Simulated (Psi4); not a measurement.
**C2F3Si (SMILES [C]#C[Si](F)(F)F) at UHSE06/cc-pVDZ**

Aim: the vertical doublet–quartet gap of C2F3Si at UHSE06/cc-pVDZ, from 2 runs. 

Program for the calculation: Psi4 1.11.

1 further run of the same task is left out (set aside as unsound or not needed).

## Step 1: The structure to begin with

The species is C2F3Si (6 atoms), meant as a doublet with charge 0. As SMILES, `[C]#C[Si](F)(F)F`. Geometry: relaxed at PBE0-D4/def2-TZVP.

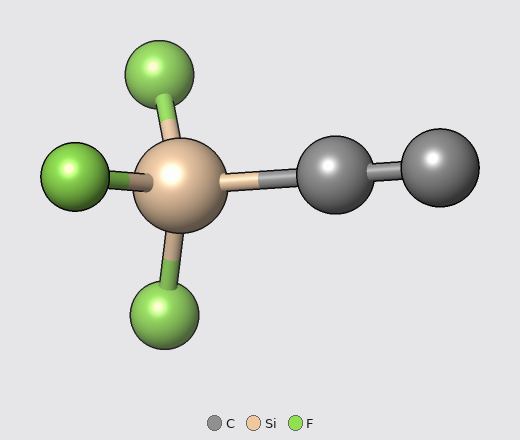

Viewed from a chosen angle; carbon grey, silicon light orange, fluorine green.

## Step 2: A single-point energy at UHSE06/cc-pVDZ

Contents of job.json:

```json
{
 "schema_name": "qcschema_input",
 "schema_version": 1,
 "molecule": {
  "schema_name": "qcschema_molecule",
  "schema_version": 2,
  "symbols": ["C", "C", "Si", "F", "F", "F"],
  "geometry": [-0.62398757, -4.46202133, 1.32885541, -0.31331659, -2.2956393, 0.67368736, 0.14853247, 0.92294224, -0.29971056, -1.91221387, 1.71246981, -2.27693101, 2.81777062, 1.25572301, -1.54201652, -0.03741658, 2.74558309, 2.02880997],
  "molecular_charge": 0,
  "molecular_multiplicity": 2,
  "fix_symmetry": "c1"
 },
 "driver": "energy",
 "model": {
  "method": "hse06",
  "basis": "cc-pVDZ"
 },
 "keywords": {
  "reference": "uks",
  "puream": true,
  "e_convergence": 1e-09,
  "d_convergence": 1e-08,
  "scf_type": "pk",
  "dft_radial_points": 99,
  "dft_spherical_points": 590,
  "maxiter": 100
 }
}
```

On the command line:

```bash
psi4 --qcschema job.json -n 1 --memory 2200MB
```

stdout:

```text
[...]
  Running in c1 symmetry.
[...]
  Nuclear repulsion =  286.699050401280147
[...]
  Multiplicity = 2
[...]
  Nalpha       = 27
  Nbeta        = 26
[...]
    Number of basis functions: 88
[...]
   @UKS iter   1:  -664.55417355343684   -4.17349e-01   8.32562e-03 ADIIS/DIIS
[...]
   @UKS iter  13:  -664.78719087615116   -4.77485e-11   8.92524e-09 DIIS
[...]
   @S^2 Observed:                7.908187050E-01
[...]
    Orbital Energies [Eh]
    ---------------------
    Alpha Occupied:
       1A    -66.412196     2A    -24.796782     3A    -24.796770
       4A    -24.796758     5A    -10.326998     6A    -10.261166
       7A     -5.464446     8A     -3.799950     9A     -3.799949
      10A     -3.797233    11A     -1.266683    12A     -1.236634
      13A     -1.236609    14A     -0.814183    15A     -0.629741
      16A     -0.547158    17A     -0.532556    18A     -0.532546
      19A     -0.476224    20A     -0.476222    21A     -0.465478
      22A     -0.452846    23A     -0.452830    24A     -0.434621
      25A     -0.415640    26A     -0.342917    27A     -0.342917
    Alpha Virtual:
[...]
  @UKS Final Energy:  -664.78719087615116
   => Energetics <=
    Nuclear Repulsion Energy =            286.6990504012801466
    One-Electron Energy =               -1490.9720798258367722
    Two-Electron Energy =                 587.8655518030559506
    DFT Exchange-Correlation Energy =     -48.3797132546504542
    Empirical Dispersion Energy =           0.0000000000000000
    VV10 Nonlocal Energy =                  0.0000000000000000
    Total Energy =                       -664.7871908761511577
[...]
 Multipole Moments:
 ------------------------------------------------------------------------------------
     Multipole            Electronic (a.u.)      Nuclear  (a.u.)        Total (a.u.)
 ------------------------------------------------------------------------------------
 L = 1.  Multiply by 2.5417464519 to convert [e a0] to [Debye]
 Dipole X            :          0.2266071           -0.3034591           -0.0768520
 Dipole Y            :          1.5790545           -2.1150673           -0.5360128
 Dipole Z            :         -0.4774551            0.6397464            0.1622913
 Magnitude           :                                                    0.5652914
[...]
```

The result, in JSON:

```text
{
 "driver": "energy",
 "model": {
  "method": "hse06",
  "basis": "cc-pVDZ"
 },
 "success": true,
 "return_result": -664.7871908761512,
 "properties": {
  "calcinfo_nbasis": 88,
  "calcinfo_nmo": 88,
  "calcinfo_nalpha": 27,
  "calcinfo_nbeta": 26,
  "calcinfo_natom": 6,
  "nuclear_repulsion_energy": 286.69905040128015,
  "return_energy": -664.7871908761512,
  "scf_one_electron_energy": -1490.9720798258368,
  "scf_two_electron_energy": 587.865551803056,
  "scf_xc_energy": -48.379713254650454,
  "scf_dipole_moment": [-0.07685203499662285, -0.5360127634273875, 0.1622912959633156],
  "scf_total_energy": -664.7871908761512,
  "scf_iterations": 13
 }
}
```

Wall time 31 s (1 thread of Intel Xeon 6975P-C (Granite Rapids), shared host); peak memory 1.1 GiB.

## Step 3: The quartet, same level

Contents of calc.dat:

```
memory 2200 mb

molecule geom {
  0 4
  C     -0.330200    -2.361200     0.703200
  C     -0.165800    -1.214800     0.356500
  Si     0.078600     0.488400    -0.158600
  F     -1.011900     0.906200    -1.204900
  F      1.491100     0.664500    -0.816000
  F     -0.019800     1.452900     1.073600
  symmetry c1
}

set {
  basis                cc-pVDZ
  reference            uks
  puream               true
  e_convergence        1e-09
  d_convergence        1e-08
  scf_type             pk
  dft_radial_points    99
  dft_spherical_points 590
  maxiter              100
}

energy_value, wavefunction = energy("hse06", return_wfn=True)
oeprop(wavefunction, "QUADRUPOLE", "MULLIKEN_CHARGES", "MAYER_INDICES", title="HSE06")
```

On the command line:

```bash
psi4 calc.dat calc.out -n 1
```

calc.out, shortened:

```text
[...]
  Running in c1 symmetry.
[...]
  Nuclear repulsion =  286.699050461002571
[...]
  Multiplicity = 4
[...]
  Nalpha       = 28
  Nbeta        = 25
[...]
    Number of basis functions: 88
[...]
   @UKS iter   1:  -664.41570215600143   -2.78878e-01   7.29514e-03 ADIIS/DIIS
[...]
   @UKS iter  51:  -664.60992411917562   -7.18046e-10   8.51368e-09 DIIS
[...]
   @S^2 Observed:                3.769403433E+00
[...]
  @UKS Final Energy:  -664.60992411917562
   => Energetics <=
    Nuclear Repulsion Energy =            286.6990504610025710
    One-Electron Energy =               -1490.9503714326067438
    Two-Electron Energy =                 588.0712197386815205
    DFT Exchange-Correlation Energy =     -48.4298228862529996
    Empirical Dispersion Energy =           0.0000000000000000
    VV10 Nonlocal Energy =                  0.0000000000000000
    Total Energy =                       -664.6099241191756164
[...]
 Multipole Moments:
 ------------------------------------------------------------------------------------
     Multipole            Electronic (a.u.)      Nuclear  (a.u.)        Total (a.u.)
 ------------------------------------------------------------------------------------
 L = 1.  Multiply by 2.5417464519 to convert [e a0] to [Debye]
 Dipole X            :          0.1931830           -0.3034592           -0.1102761
 Dipole Y            :          1.3349155           -2.1150673           -0.7801518
 Dipole Z            :         -0.4219334            0.6397464            0.2178130
 Magnitude           :                                                    0.8174596
 L = 2.  Multiply by 1.3450342976 to convert [e a0^2] to [Debye ang]
 Quadrupole XX       :       -136.5302494          107.2720708          -29.2581785
 Quadrupole XY       :        -21.9282330           22.4844677            0.5562347
[...]
  Mulliken Charges: (a.u.)
   Center  Symbol    Alpha    Beta     Spin     Total
       1     C     4.07826  2.03763  2.04063 -0.11588
       2     C     3.38841  2.56407  0.82434  0.04752
       3    SI     6.61390  6.50865  0.10525  0.87745
       4     F     4.64168  4.62722  0.01446 -0.26890
       5     F     4.64130  4.62776  0.01354 -0.26906
       6     F     4.63646  4.63467  0.00178 -0.27113
   Total alpha = 28.00000, Total beta = 25.00000, Total charge =  0.00000
  Mayer Bond Indices:
[...]
```

It took 89 s on 1 thread of Intel Xeon 6975P-C (Granite Rapids), shared host; peak memory 1.1 GiB.

## Step 4: What came out

At UHSE06/cc-pVDZ:

| quantity | value |
| --- | --- |
| doublet: total energy | -664.78719 Eh |
| doublet: dipole moment | 1.44 D |
| doublet: HOMO energy (highest over α and β) | -8.93 eV |
| doublet: LUMO energy (lowest over α and β) | -5.77 eV |
| doublet: ⟨S²⟩ | 0.791 |
| quartet: total energy | -664.60992 Eh |
| quartet: dipole moment | 2.08 D |
| quartet: HOMO energy (highest over α and β) | -4.14 eV |
| quartet: ⟨S²⟩ | 3.769 |
| vertical energy of the quartet above the doublet | 4.824 eV |

At this shape the quartet lies 4.82 eV (111 kcal/mol) above the doublet. Mulliken charges (quartet) run from -0.27 on F6 to +0.88 on Si3.
